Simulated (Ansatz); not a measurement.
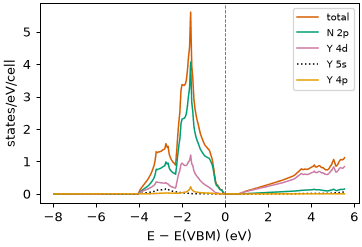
Total and projected density of states of YN (rock salt, Fm-3m), plane-wave PAW r²SCAN (Ansatz code)

Q: Which orbitals carry the states next to the gap?

A: Top 1 eV of the valence band: N 2p 81 %, Y 4d 15 %. Bottom 1 eV of the conduction band: Y 4d 86 %, N 2p 13 %. Projections are on Löwdin-orthogonalised atomic valence shells; empty p or d shells of many metals are not among them.

Q: Where is the tallest occupied peak in this window, and what makes it?

A: Near -1.6 eV, about 5.6 states/eV per cell; the largest projected share is N 2p.

The cell was relaxed with r²SCAN under the symmetry of its start. The run is not spin-polarised. Spin–orbit coupling is left out wherever it is not named.

Potentials: the earlier of the program's two PAW sets.
